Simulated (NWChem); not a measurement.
# BH3O− (SMILES [BH2-]O): CASSCF(5,5)/jorge-DZP-DKH (DKH3)

What is the vertical doublet–quartet gap of BH3O− at CASSCF(5,5)/jorge-DZP-DKH (DKH3)? 

The calculation is run with NWChem 7.3.0.

1 further run of the same task is left out (set aside as unsound or not needed).

### 1 Starting point

BH3O− has 5 atoms, charge -1, and is taken as a doublet. As SMILES, `[BH2-]O`. The shape is that of a GFN2-xTB optimisation.

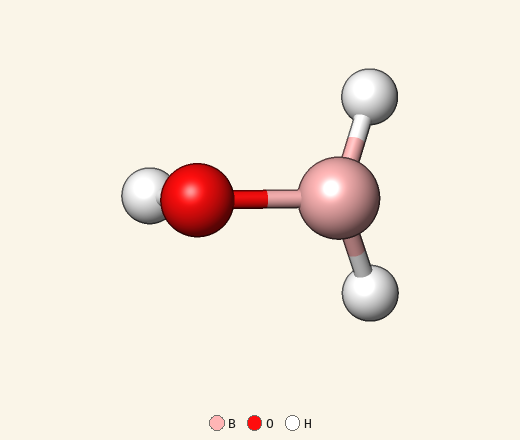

The structure, seen from a chosen angle (boron pink, oxygen red, hydrogen white).

### 2 The energy at CASSCF(5,5)/jorge-DZP-DKH (DKH3)

File mymol.xyz:

```xyz
5

B     -0.558550    -0.234200     0.180320
O      0.255120     1.054670     0.280220
H      0.033680    -1.207330     0.735040
H     -0.823360    -0.530130    -1.022660
H      1.093110     0.916990    -0.172930
```

File mymol.nw:

```
start mymol
memory total 2200 mb
charge -1

geometry noautosym nocenter noautoz
  load format xyz mymol.xyz
end

basis spherical bse
  * library jorge-DZP-DKH
end

relativistic
  douglas-kroll dk3
end

scf
  doublet
  rohf
  maxiter 60
end

mcscf
  active 5
  actelec 5
  multiplicity 2
  maxiter 50
end

task mcscf energy
```

The run is started by

```bash
$ nwchem mymol.nw > mymol.out
```

Output:

```text
[...]
     --- Warning:   67 Hessian diagonals < 0.05 ---
     --- Conjugacy reset ---
[...]
     --- Warning:   67 Hessian diagonals < 0.05 ---
     --- Warning: Precondition failed to converge:Residue: current= 0.3D+00 required= 0.3D-01---
[...]
     --- Warning: Precondition failed to converge:Residue: current= 0.9D-01 required= 0.3D-01---
 Increase level shift to     0.20
[...]
     --- Warning: Precondition failed to converge:Residue: current= 0.5D-01 required= 0.3D-01---
[...]
     --- Warning: Precondition failed to converge:Residue: current= 0.2D+00 required= 0.3D-01---
 Increase level shift to     0.20
[...]
     --- Warning: Precondition failed to converge:Residue: current= 0.8D-01 required= 0.3D-01---
 Increase level shift to     0.20
[...]
       Total MCSCF energy =   -101.360788884445
[...]
```

Run time: 1.9 min. Hardware: 1 thread of AMD EPYC 9R45 (Zen 5), shared host; peak memory 0.1 GiB.

### 3 The quartet, same level

File bh3o.xyz:

```xyz
5

B     -0.558550    -0.234200     0.180320
O      0.255120     1.054670     0.280220
H      0.033680    -1.207330     0.735040
H     -0.823360    -0.530130    -1.022660
H      1.093110     0.916990    -0.172930
```

File bh3o.nw:

```
start bh3o
memory stack 880 mb heap 220 mb global 1100 mb
charge -1

geometry noautosym nocenter noautoz
  load bh3o.xyz
end

basis spherical bse
  * library jorge-DZP-DKH
end

relativistic
  douglas-kroll dk3
end

scf
  quartet
  rohf
  maxiter 80
  print medium
end

mcscf
  active 5
  actelec 5
  multiplicity 4
  maxiter 50
end

task mcscf
```

The run is started by

```bash
$ nwchem bh3o.nw > bh3o.out
```

Output:

```text
[...]
     --- Warning:   19 Hessian diagonals < 0.05 ---
     --- Warning: Precondition failed to converge:Residue: current= 0.6D-01 required= 0.3D-01---
[...]
     --- Warning:   15 Hessian diagonals < 0.05 ---
     --- Warning: Precondition failed to converge:Residue: current= 0.4D-01 required= 0.3D-01---
[...]
     --- Warning:    1 Hessian diagonals < 0.05 ---
[...]
     --- Warning:    1 Hessian diagonals < 0.05 ---
[...]
       Total MCSCF energy =   -101.135281238315
[...]
```

Run time: 54 s. Hardware: 1 thread of AMD EPYC 9R45 (Zen 5), shared host; peak memory 0.1 GiB.

### 4 Results

Level: CASSCF(5,5)/jorge-DZP-DKH (DKH3).

| quantity | value |
| --- | --- |
| doublet: total energy | -101.36079 Eh |
| quartet: total energy | -101.13528 Eh |
| vertical energy of the quartet above the doublet | 6.136 eV |

**Reading.** At this shape the quartet lies 6.14 eV (592 kJ/mol) above the doublet. For an anion a state so high probably lies above electron detachment.
